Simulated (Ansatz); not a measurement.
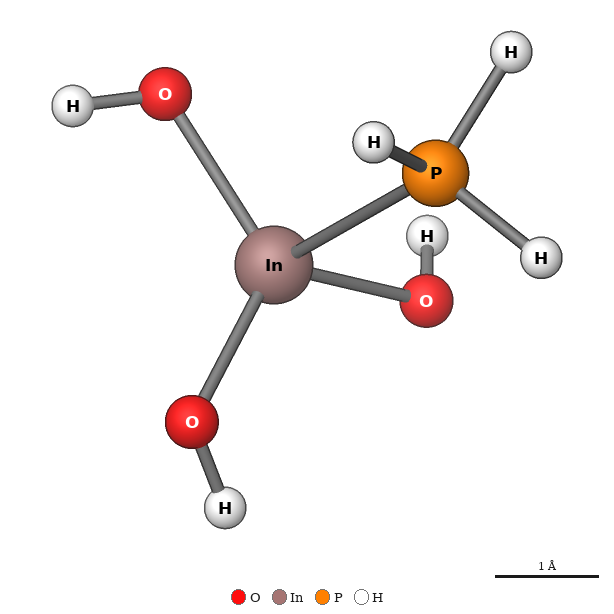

The picture shows a molecular structure as a ball-and-stick model. Every bond is drawn as one stick, whatever its order.

**Which formula does it have?**

H₆InO₃P, 11 atoms: 6 hydrogen, 1 indium, 3 oxygen and 1 phosphorus.

**How many sets of symmetry-equivalent atoms are there?**

5: 3 O, 1 In, 1 P, 3 H, 3 H.

The parts below concern this one geometry. Atoms keep their numbers from picture to picture. The computed structure is the end point of a PBE0-D4/def2-TZVP optimisation.

Geometry

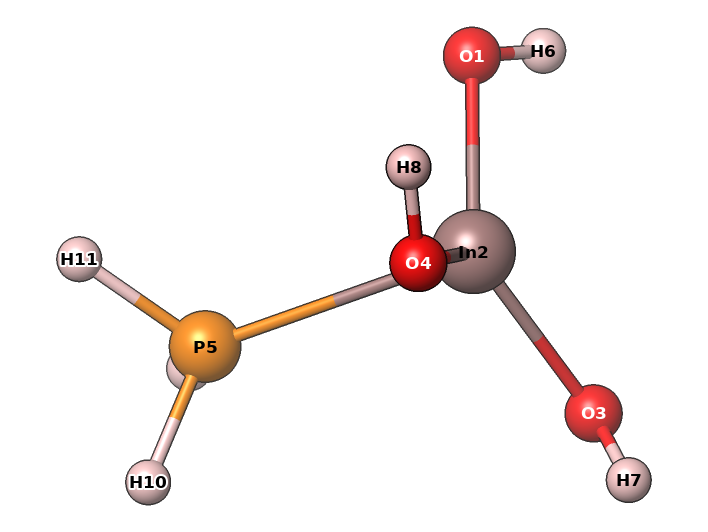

In2 lies behind O4. The molecule seen a little off the O4–In2 bond, O4 in front. Distant atoms are faded towards the background colour.

**What is the torsion angle H8–O4–In2–P5? The sign is positive where the front bond must turn clockwise to cover the back bond.**

−109°, anticlinal.

Vibrations

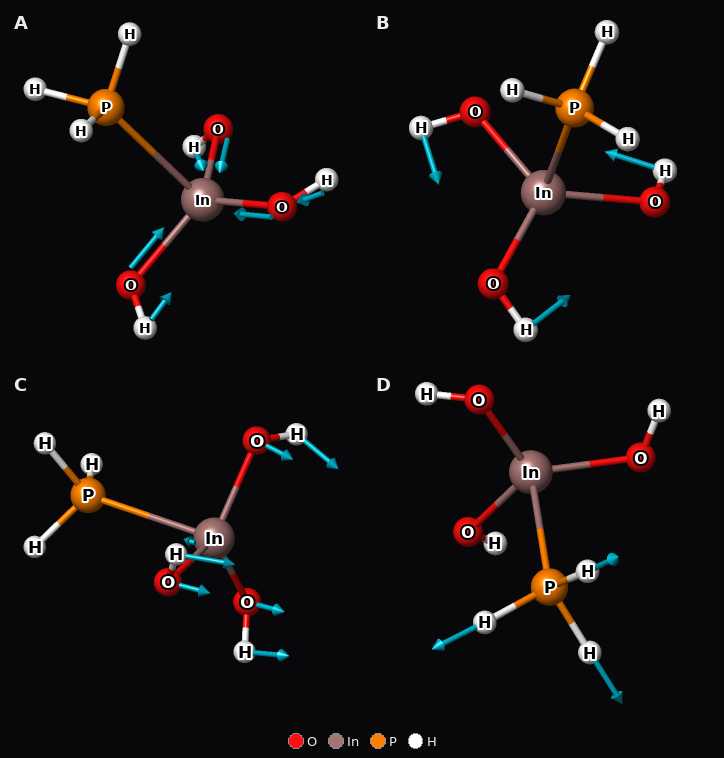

4 normal modes of one molecule or complex, as arrows. Harmonic vibrations computed with RKS PBE0-D4/def2-TZVP, core potentials on In (Ansatz 0.2.0) at a stationary point of the same level.

**Match the panels to the wavenumbers 142 cm⁻¹, 566 cm⁻¹, 792 cm⁻¹, 2470 cm⁻¹.**

A: 566 cm⁻¹, in-phase stretching of 3 In–O bonds
B: 792 cm⁻¹, H–O–In bending
C: 142 cm⁻¹, O–In–P bending
D: 2470 cm⁻¹, in-phase stretching of 3 P–H bonds

Dipole moment

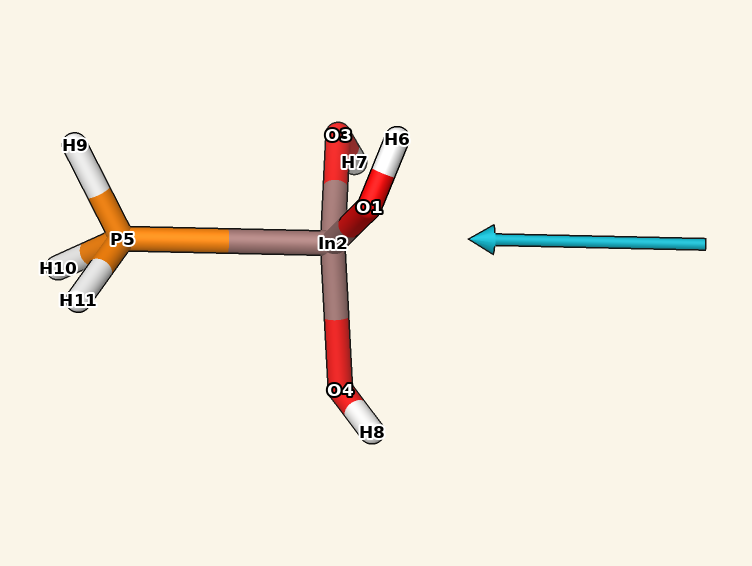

The arrow beside the molecule shows the direction of the dipole moment, from the negative to the positive end (its length means nothing). Level of theory: RKS PBE0-D4/def2-TZVP, core potentials on In (Ansatz 0.2.0).

**How large is the dipole moment?**

3.33 D; it points from the side of H6, H7, H8 to the side of H9, H10, H11 (the outermost atoms at the two ends).

Charges

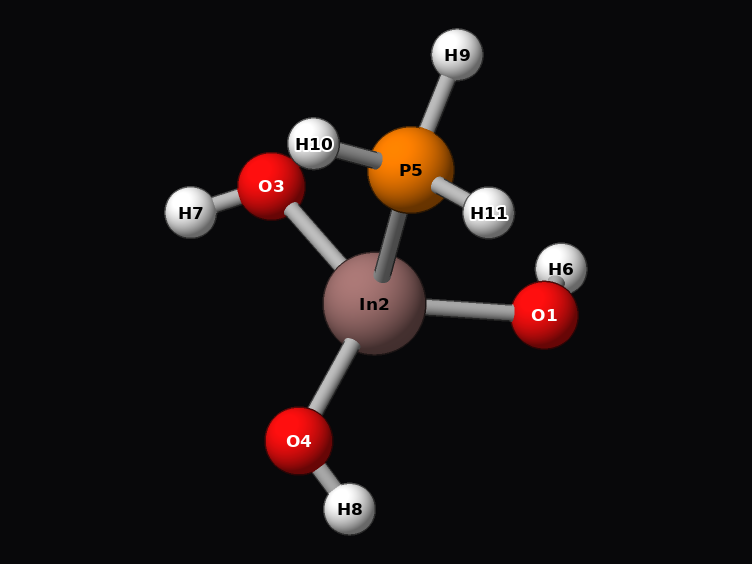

The questions are on Mulliken charges. Method: RKS B3LYP-D4/def2-TZVPP, core potentials on In (Ansatz 0.2.0).

**Which atom carries the highest charge (most positive or least negative)?**

In2 (0.99 e).

**And the lowest?**

O1, O3, O4 (−0.56 e).

Give the Mulliken charges atom by atom.

```json
{"atom": "O1", "value (e)": "−0.56"}
{"atom": "In2", "value (e)": "0.99"}
{"atom": "O3", "value (e)": "−0.56"}
{"atom": "O4", "value (e)": "−0.56"}
{"atom": "P5", "value (e)": "−0.05"}
{"atom": "H6", "value (e)": "0.18"}
{"atom": "H7", "value (e)": "0.18"}
{"atom": "H8", "value (e)": "0.18"}
{"atom": "H9", "value (e)": "0.07"}
{"atom": "H10", "value (e)": "0.07"}
{"atom": "H11", "value (e)": "0.07"}
```

Mulliken values depend strongly on the basis set and can even reverse the polarity of a bond.
